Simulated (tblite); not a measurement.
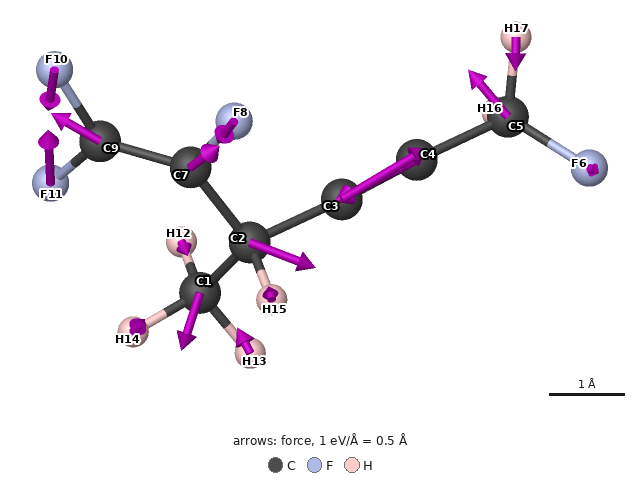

Starting geometry of C7H6F4 with the computed forces as purple arrows. The picture is a ball-and-stick view, seen at a tilt.

Method: GFN2-xTB geometry optimisation, gas phase (tblite 0.8.0). 

> Is this structure relaxed? If not, where do the atoms go?

It isn't relaxed: the largest force vector, on C atoms, is 2.81 eV/Å. The final displacements have little in common with the starting forces (cosine between the two patterns 0.13). F11 moves most after the best rigid fit: 2.19 Å. By element the largest moves are F 2.19 Å, C 0.80 Å, H 0.53 Å. Near-neighbour distances that change, for instance: C9–F10 1.370 → 1.325 Å, C2–C7 1.464 → 1.506 Å, C9–F11 1.369 → 1.328 Å, C5–H17 1.134 → 1.097 Å. Bond angles that change, for instance: F10–C9–F11 119.6° → 110.6°, C7–C9–F10 118.1° → 125.9°, F6–C5–H16 114.3° → 107.0°. Groups turn about C2–C7 by about 70°. Over 145 geometry steps the energy falls by 0.578 eV. Cost: 0.68 s on 2 threads of AMD EPYC 9R45 96-Core Processor (shared host).
